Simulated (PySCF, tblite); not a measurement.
**C6H6O3Si: geometry, infrared bands, NMR shifts and electronic excitations, part 1 of 2**

Wanted: the infrared bands, NMR shifts and electronic excitations of C6H6O3Si (`O=C1C=CC(O[SiH3])=CC1=O`), by calculation.

Programs: tblite 0.8.0 and PySCF 2.14.0, with density-fitted response routines of our own. Each step states its level of theory. These are calculated values for one molecule in the gas phase, unless marked as measured. Atoms are numbered from 0 throughout.

### 1 The molecule as given

16 atoms, charge 0, multiplicity 1; geometry from: force field or distance geometry start.

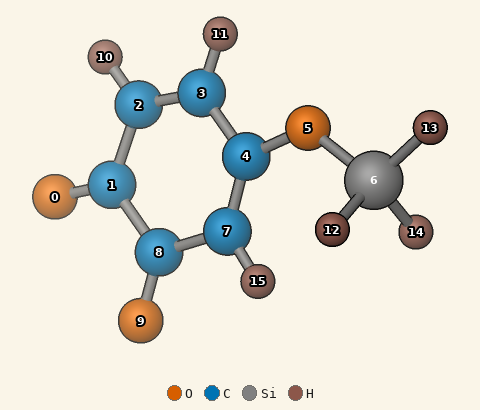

The starting geometry (oxygen orange, carbon blue, silicon grey, hydrogen brown), atoms numbered.

### 2 Relaxing the molecule with GFN2-xTB

What the job is given:

```
{"job": {"kind": "relax", "xc": "GFN2-xTB", "basis": "xTB"}, "charge": 0, "multiplicity": 1}
O     -3.729900     0.082100     0.501900
C     -2.533400     0.146200     0.336100
C     -1.812900     1.434200     0.352500
C     -0.497300     1.479500     0.166500
C      0.320900     0.290800    -0.015300
O      1.647700     0.621700    -0.177900
Si     2.912600    -0.426700    -0.425900
C     -0.215500    -0.931900    -0.038500
C     -1.676000    -1.115200     0.139700
O     -2.184100    -2.229000     0.125500
H     -2.424900     2.325100     0.494300
H      0.011000     2.429800     0.180900
H      2.988300    -1.377700     0.725900
H      4.186700     0.326100    -0.537300
H      2.672400    -1.191200    -1.666700
H      0.326700    -1.855100    -0.173100
```

Command:

```
$ OMP_NUM_THREADS=1 python probes_run.py task.json out
```

This one command runs all jobs of the session in turn.

What it wrote:

```text
step      E/eV     max force
  0    -811.37649    1.952
  1    -811.43872    1.099
  2    -811.47254    0.612
  3    -811.49978    0.475
  4    -811.51518    0.368
  5    -811.52622    0.359
  6    -811.54089    0.397
  7    -811.55055    0.359
  8    -811.55740    0.229
  9    -811.56257    0.199
 10    -811.56749    0.202
 11    -811.57103    0.213
 12    -811.57383    0.136
 13    -811.57575    0.116
 14    -811.57714    0.094
 15    -811.57797    0.077
 16    -811.57842    0.061
 17    -811.57883    0.049
 18    -811.57929    0.064
 19    -811.57964    0.049
 20    -811.57981    0.023
 21    -811.57990    0.023
 22    -811.57997    0.025
 23    -811.58005    0.027
 24    -811.58016    0.028
 25    -811.58036    0.038
 26    -811.58069    0.053
 27    -811.58111    0.056
 28    -811.58145    0.043
 29    -811.58165    0.039
 30    -811.58176    0.032
 31    -811.58187    0.033
 32    -811.58197    0.022
 33    -811.58203    0.014
 34    -811.58205    0.013
 35    -811.58207    0.013
 36    -811.58209    0.011
 37    -811.58210    0.007
```

Wall time 0.5 s (1 thread of Arm Neoverse N1, shared host); peak memory 0.18 GiB.

Along the way: (not every step is listed)

| step | energy from step 0 (eV) | largest force (eV/Å) |
| --- | --- | --- |
| 0 | 0.0000 | 1.9518 |
| 1 | -0.0622 | 1.0989 |
| 2 | -0.0960 | 0.6116 |
| 3 | -0.1233 | 0.4755 |
| 4 | -0.1387 | 0.3676 |
| 5 | -0.1497 | 0.3586 |
| 6 | -0.1644 | 0.3968 |
| 7 | -0.1741 | 0.3592 |
| 8 | -0.1809 | 0.2293 |
| 10 | -0.1910 | 0.2017 |
| 12 | -0.1973 | 0.1364 |
| 14 | -0.2006 | 0.0936 |
| 16 | -0.2019 | 0.0608 |
| 18 | -0.2028 | 0.0643 |
| 20 | -0.2033 | 0.0228 |
| 22 | -0.2035 | 0.0249 |
| 24 | -0.2037 | 0.0279 |
| 26 | -0.2042 | 0.0533 |
| 28 | -0.2050 | 0.0428 |
| 30 | -0.2053 | 0.0319 |
| 32 | -0.2055 | 0.0224 |
| 33 | -0.2055 | 0.0142 |
| 34 | -0.2056 | 0.0129 |
| 35 | -0.2056 | 0.0127 |
| 36 | -0.2056 | 0.0108 |
| 37 | -0.2056 | 0.0071 |

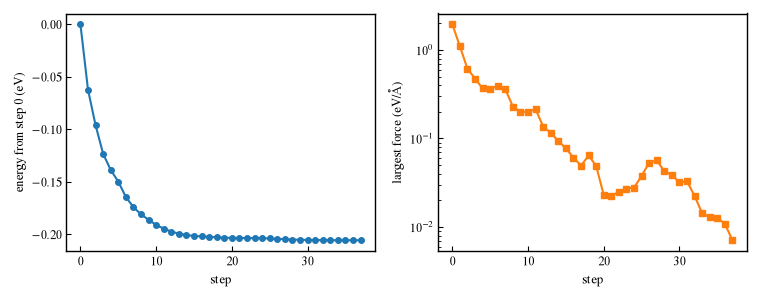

Energy and force, step by step.

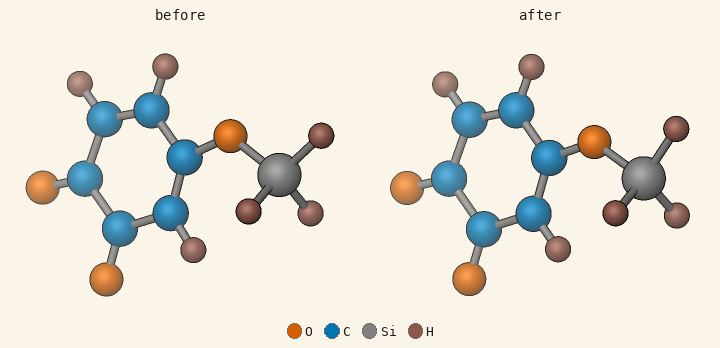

Before and after, at one scale.

Distances of close pairs at the start and the end, largest changes first:

| bond | before (Å) | after (Å) | change (Å) |
| --- | --- | --- | --- |
| C4–O5 | 1.377 | 1.328 | -0.049 |
| Si6–H12 | 1.496 | 1.461 | -0.035 |
| C7–C8 | 1.483 | 1.449 | -0.033 |
| Si6–H13 | 1.484 | 1.453 | -0.031 |
| C4–C7 | 1.335 | 1.353 | +0.017 |
| O5–Si6 | 1.662 | 1.645 | -0.016 |
| Si6–H14 | 1.477 | 1.461 | -0.016 |
| C8–O9 | 1.224 | 1.214 | -0.011 |

The next job starts from the end point, and lists it.

### 3 Vibrational analysis with GFN2-xTB

What the job is given:

```
{"job": {"kind": "ir", "xc": "GFN2-xTB", "basis": "xTB"}, "charge": 0, "multiplicity": 1}
O     -3.720801     0.086034     0.498954
C     -2.523593     0.156659     0.345558
C     -1.795268     1.432426     0.343272
C     -0.469212     1.489166     0.171821
C      0.330333     0.290092    -0.022708
O      1.632672     0.500026    -0.178984
Si     2.919686    -0.495039    -0.425977
C     -0.250860    -0.931256    -0.035708
C     -1.677565    -1.115492     0.140549
O     -2.213638    -2.204462     0.133488
H     -2.390380     2.322566     0.487098
H      0.067150     2.427686     0.170364
H      3.053260    -1.414079     0.701768
H      3.953995     0.523247    -0.488782
H      2.734332    -1.236117    -1.671624
H      0.342293    -1.822514    -0.180498
```

What it wrote:

```text
mode    cm-1     km/mol
  1      38.8      0.39
  2      75.4      1.33
  3     105.0      2.44
  4     112.0      2.04
  5     168.6      6.36
  6     267.4      0.30
  7     307.2      0.06
  8     325.2      5.27
  9     413.0     11.74
 10     418.9      5.57
 11     473.9      8.89
 12     537.8     18.23
 13     586.3     22.95
 14     598.9     68.71
 15     615.4     51.16
 16     667.7     33.50
 17     741.5     28.61
 18     742.3     36.04
 19     748.5    115.43
 20     784.3    111.48
 21     791.9    186.39
 22     808.4    443.63
 23     844.1     76.57
 24     865.7      0.71
 25     931.5      0.24
 26     958.2     57.17
 27    1085.9     15.19
 28    1151.3     67.47
 29    1221.3    207.28
 30    1253.7     68.50
 31    1266.3     67.75
 32    1354.1    182.41
 33    1576.9    415.24
 34    1640.0     75.59
 35    1685.5    116.72
 36    1716.0    283.25
 37    2272.8    352.26
 38    2291.8    123.35
 39    2362.5    214.90
 40    3077.0      2.66
 41    3086.1     22.24
 42    3090.6      4.61
```

It took 1.1 s on 1 thread of Arm Neoverse N1, shared host; peak memory 0.18 GiB.

Which atoms move in the most intense modes:

| cm⁻¹ | km/mol | atoms |
| --- | --- | --- |
| 792 | 186.4 | H14 44 %, H12 43 % |
| 808 | 443.6 | H14 30 %, H12 30 %, H13 29 % |
| 1221 | 207.3 | H10 27 %, C8 22 %, C1 19 %, H15 15 % |
| 1354 | 182.4 | C4 31 %, C3 18 %, H11 15 %, C2 14 % |
| 1577 | 415.2 | C4 38 %, C7 33 %, C2 11 %, C3 11 % |
| 1716 | 283.2 | C1 55 %, O0 36 % |
| 2273 | 352.3 | H14 54 %, H12 41 % |
| 2362 | 214.9 | H13 97 % |

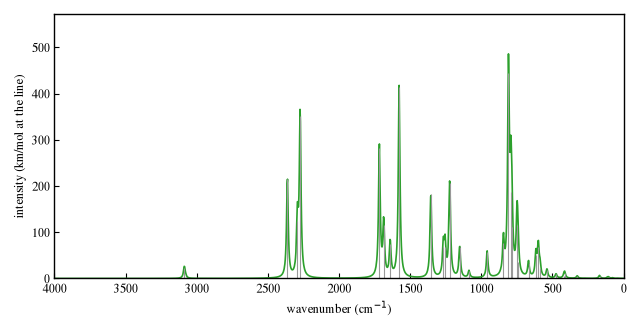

The infrared spectrum from these modes, unscaled. Lines are broadened to a width of 14 cm⁻¹ (Lorentzian).

### 4 Geometry optimisation at PBE0-D3(BJ)/def2-SVP

What the job is given:

```
{"job": {"xc": "PBE0", "basis": "def2-SVP", "d3": "d3bj", "grid": 1, "shake": 0.01, "kind": "geom"}, "charge": 0, "multiplicity": 1}
O     -3.700390     0.060480     0.503130
C     -2.529270     0.152130     0.343400
C     -1.815470     1.430110     0.334620
C     -0.435980     1.491420     0.168290
C      0.327520     0.283410    -0.033260
O      1.628760     0.504850    -0.181370
Si     2.929260    -0.497040    -0.425730
C     -0.235400    -0.925800    -0.040760
C     -1.679390    -1.110090     0.159900
O     -2.216330    -2.206900     0.143510
H     -2.399240     2.319650     0.495920
H      0.072950     2.428600     0.177070
H      3.024980    -1.403870     0.692170
H      3.937310     0.526010    -0.481780
H      2.729880    -1.246880    -1.671360
H      0.341770    -1.808460    -0.173020
```

What it wrote:

```text
step   0  E = -746.33561481  max force = 0.067519
step   1  E = -746.34530049  max force = 0.008587
step   2  E = -746.34636033  max force = 0.003481
step   3  E = -746.34653835  max force = 0.002911
step   4  E = -746.34662782  max force = 0.002387
step   5  E = -746.34668922  max force = 0.001098
step   6  E = -746.34670259  max force = 0.001051
step   7  E = -746.34672038  max force = 0.000792
step   8  E = -746.34672369  max force = 0.000692
step   9  E = -746.34673234  max force = 0.000256
optimisation converged
```

Wall time 4.6 min (1 thread of Arm Neoverse N1, shared host); peak memory 0.73 GiB.

Along the way:

| step | energy from step 0 (eV) | largest force component (eV/Å) |
| --- | --- | --- |
| 0 | 0.0000 | 3.4720 |
| 1 | -0.2636 | 0.4416 |
| 2 | -0.2924 | 0.1790 |
| 3 | -0.2972 | 0.1497 |
| 4 | -0.2997 | 0.1227 |
| 5 | -0.3014 | 0.0565 |
| 6 | -0.3017 | 0.0540 |
| 7 | -0.3022 | 0.0407 |
| 8 | -0.3023 | 0.0356 |
| 9 | -0.3025 | 0.0132 |

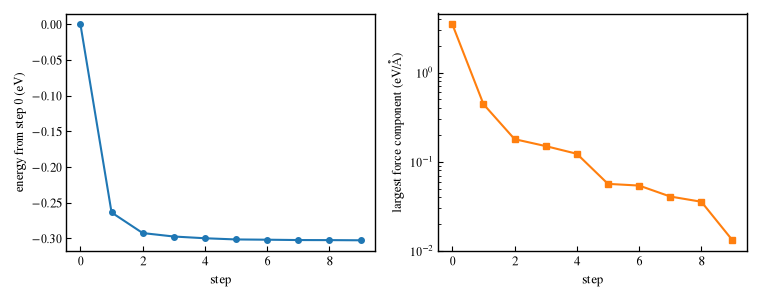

Energy and largest force along the relaxation.

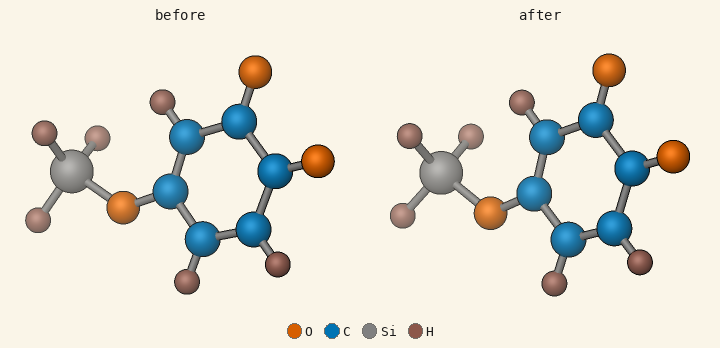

The geometry before (left) and after (right).

Distances of close pairs at the start and the end, largest changes first:

| bond | before (Å) | after (Å) | change (Å) |
| --- | --- | --- | --- |
| Si6–H12 | 1.443 | 1.490 | +0.047 |
| C2–C3 | 1.391 | 1.344 | -0.047 |
| Si6–H13 | 1.437 | 1.483 | +0.046 |
| O5–Si6 | 1.660 | 1.700 | +0.041 |
| C7–H15 | 1.063 | 1.093 | +0.030 |
| C3–H11 | 1.066 | 1.093 | +0.026 |
| C4–C7 | 1.334 | 1.359 | +0.025 |
| C3–C4 | 1.443 | 1.467 | +0.024 |

The final coordinates are the input of the step that follows.

| at the end point | value |
| --- | --- |
| point group (found at 0.08 Å tolerance) | Cs |
| rotational constants (GHz, main isotopes) | 2.647, 0.668, 0.537 |
| dipole moment (D) | 5.96 |

### 5 NMR shieldings: PBE0/pcSseg-1

What the job is given:

```
{"job": {"kind": "nmr", "xc": "PBE0", "basis": "pcSseg-1"}, "charge": 0, "multiplicity": 1}
O     -3.654692    -0.048004     0.784850
C     -2.480552     0.089783     0.541906
C     -1.832343     1.413294     0.471295
C     -0.522743     1.520260     0.187277
C      0.318855     0.344745    -0.061466
O      1.590618     0.648814    -0.330941
Si     2.854444    -0.446988    -0.636543
C     -0.181060    -0.918345    -0.012326
C     -1.587974    -1.153829     0.286205
O     -2.084539    -2.256400     0.340913
H     -2.463647     2.284979     0.657442
H     -0.020217     2.488702     0.128391
H      3.031365    -1.331591     0.548852
H      4.039843     0.415352    -0.860707
H      2.526095    -1.254838    -1.844210
H      0.434220    -1.802963    -0.194255
```

Method: GIAO PBE0/pcSseg-1 NMR shielding, non-relativistic, gas phase.

What it wrote:

```text
coarse grid: 15120 points
cycle   1  E = -746.3165205111  dE =  1.886e+00  |g| = 1.214e+00  |ddm| = 4.097e+00
cycle   2  E = -745.1292416035  dE =  1.187e+00  |g| = 2.747e+00  |ddm| = 4.491e+00
cycle   3  E = -746.5961195352  dE = -1.467e+00  |g| = 2.632e-01  |ddm| = 3.571e+00
cycle   4  E = -746.6052944075  dE = -9.175e-03  |g| = 1.697e-01  |ddm| = 3.261e-01
cycle   5  E = -746.6100706656  dE = -4.776e-03  |g| = 5.134e-02  |ddm| = 1.687e-01
cycle   6  E = -746.6106036935  dE = -5.330e-04  |g| = 1.725e-02  |ddm| = 5.833e-02
cycle   7  E = -746.6106681847  dE = -6.449e-05  |g| = 5.314e-03  |ddm| = 1.880e-02
cycle   8  E = -746.6106731616  dE = -4.977e-06  |g| = 1.921e-03  |ddm| = 5.832e-03
final grid: 145032 points
cycle   9  E = -746.7009106544  dE =  9.662e-06  |g| = 1.766e-02  |ddm| = 3.633e-02
cycle  10  E = -746.7007007317  dE =  2.099e-04  |g| = 3.768e-02  |ddm| = 4.618e-02
cycle  11  E = -746.7009667680  dE = -2.660e-04  |g| = 2.623e-03  |ddm| = 3.349e-02
cycle  12  E = -746.7009679953  dE = -1.227e-06  |g| = 5.389e-04  |ddm| = 2.220e-03
cycle  13  E = -746.7009680409  dE = -4.568e-08  |g| = 2.167e-04  |ddm| = 6.153e-04
cycle  14  E = -746.7009680535  dE = -1.253e-08  |g| = 5.418e-05  |ddm| = 2.832e-04
cycle  15  E = -746.7009680541  dE = -6.505e-10  |g| = 2.200e-05  |ddm| = 6.046e-05
converged SCF energy = -746.7009680541

GIAO shielding tensors (ppm)
atom      isotropic    diamagn.    paramagn.     s11        s22        s33       span
  0 O     -419.297     393.421    -812.717  -1217.569   -428.634    388.312   1605.881
  1 C        3.550     251.411    -247.861    -93.884      4.421    100.113    193.996
  2 C       47.780     256.045    -208.265    -52.043     55.817    139.567    191.610
  3 C       39.208     253.265    -214.057    -76.236     54.665    139.196    215.432
  4 C       12.877     252.810    -239.933    -94.489     25.807    107.313    201.801
  5 O      204.322     398.439    -194.117    122.626    186.849    303.490    180.864
  6 Si     380.779     878.330    -497.552    341.977    347.921    452.437    110.460
  7 C       72.912     261.734    -188.822     10.005     75.079    133.653    123.649
  8 C        6.492     246.870    -240.377    -96.088     15.494    100.072    196.160
  9 O     -371.118     396.259    -767.377  -1114.876   -382.929    384.451   1499.327
 10 H       25.115      29.041      -3.925     23.340     23.780     28.226      4.886
 11 H       24.492      30.399      -5.908     21.827     23.135     28.513      6.686
 12 H       26.258      28.541      -2.283     23.484     24.678     30.611      7.127
 13 H       26.341      27.542      -1.202     23.074     24.971     30.977      7.903
 14 H       26.244      28.527      -2.283     23.447     24.682     30.603      7.157
 15 H       25.792      33.880      -8.088     23.228     24.192     29.957      6.730
```

Wall time 80 s (1 thread of Arm Neoverse N1, shared host); peak memory 0.95 GiB.

The references, computed at this level on geometries of the same kind, shield at (ppm): 1H TMS 31.27, 13C TMS 184.4, 29Si TMS 352.0, 17O H2O 334.6. Their shielding less the atom's gives the shift. The references are single molecules in the gas phase, so shifts against H2O, NH3, PH3, H3PO4 or CFCl3 are not on the usual liquid scales and can be off by tens of ppm. Atoms listed in one row are averaged.

| atoms | environment | σ (ppm) | δ (ppm) | δ scaled to CDCl3 |
| --- | --- | --- | --- | --- |
| C1 | ketone carbonyl carbon | 3.5 | 180.9 | 175.1 |
| C8 | ketone carbonyl carbon | 6.5 | 177.9 | 172.3 |
| C4 | alkene carbon bearing oxygen | 12.9 | 171.5 | 166.1 |
| C3 | β carbon of a C=C–C=O unit | 39.2 | 145.2 | 140.5 |
| C2 | α carbon of a C=C–C=O unit | 47.8 | 136.6 | 132.2 |
| C7 | β carbon of an enol-ether or enamine type C=C | 72.9 | 111.5 | 107.8 |
| H11 | hydrogen on a β carbon of a C=C–C=O unit | 24.49 | 6.78 | 6.64 |
| H10 | hydrogen on an α carbon of a C=C–C=O unit | 25.12 | 6.15 | 6.05 |
| H15 | hydrogen on a β carbon of an enol-ether or enamine type C=C | 25.79 | 5.47 | 5.40 |
| H12, H13, H14 | hydrogen on a silicon bonded to O | 26.28 | 4.99 | – |
| O0 | ketone oxygen | -419.3 | 753.9 | – |
| O9 | ketone oxygen | -371.1 | 705.7 | – |
| O5 | oxygen bonded to C, Si | 204.3 | 130.2 | – |
| Si6 | silicon bonded to O, 3 H | 380.8 | -28.8 | – |

The scaled column applies a straight-line fit of computed shieldings to shifts measured in CDCl3 (root-mean-square error 0.21 ppm for H, 2.0 ppm for C).

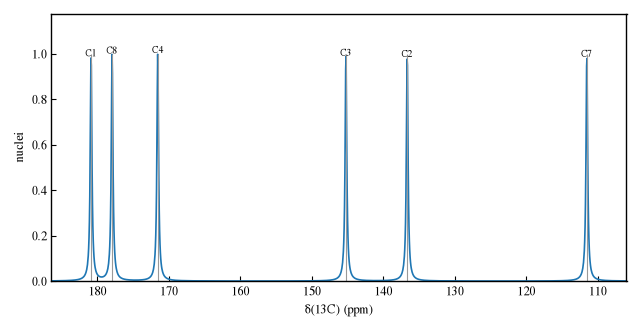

13C lines at the computed shifts, without couplings. Lines are broadened to a width of 0.28 ppm (Lorentzian).

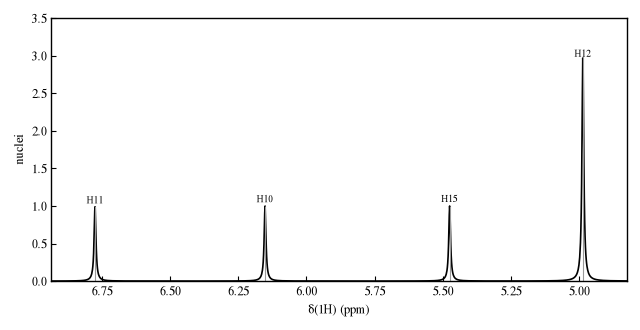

1H lines at the computed shifts, without couplings. Lines are broadened to a width of 0.01 ppm (Lorentzian).

The run also stored atomic charges by several schemes (e):

| atoms | Mulliken | IAO | Hirshfeld | ESP fit |
| --- | --- | --- | --- | --- |
| O0 | -0.31 | -0.34 | -0.20 | -0.43 |
| C1 | 0.24 | 0.31 | 0.14 | 0.47 |
| C2 | -0.11 | -0.18 | -0.04 | -0.26 |
| C3 | -0.08 | -0.13 | -0.03 | -0.29 |
| C4 | 0.35 | 0.24 | 0.10 | 0.52 |
| O5 | -0.63 | -0.55 | -0.18 | -0.41 |
| Si6 | 0.66 | 0.82 | 0.41 | 0.56 |
| C7 | -0.22 | -0.29 | -0.10 | -0.64 |
| C8 | 0.25 | 0.31 | 0.12 | 0.57 |
| O9 | -0.33 | -0.37 | -0.22 | -0.46 |

ESP fit charges:

O0 -0.43; C1 0.47; C2 -0.26; C3 -0.29; C4 0.52; O5 -0.41; Si6 0.56; C7 -0.64; C8 0.57; O9 -0.46; H10 0.19; H11 0.20; H12 -0.09; H13 -0.07; H14 -0.09; H15 0.23

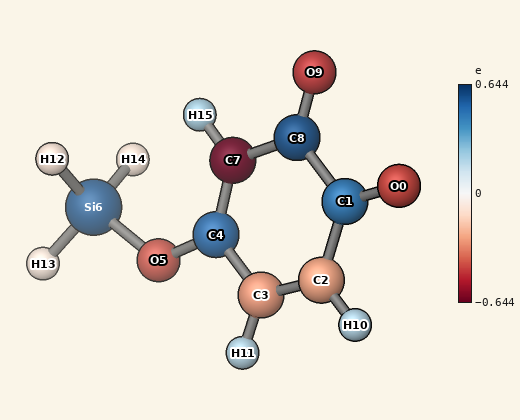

ESP fit charges, as colours on the atoms.

Mayer bond orders: O0–C1 1.97, C1–C2 1.04, C2–C3 1.73, C3–C4 1.09, C4–O5 0.97, O5–Si6 0.82, C4–C7 1.57, C7–C8 1.11, C8–O9 1.95, C8–C1 0.85.

Ring of atoms C1, C2, C3, C4, C7, C8: NICS(0) 8.5, NICS(1) 1.3, NICS(1)zz 6.2 ppm (means of both faces).

(Continued in part 2 of 2.)
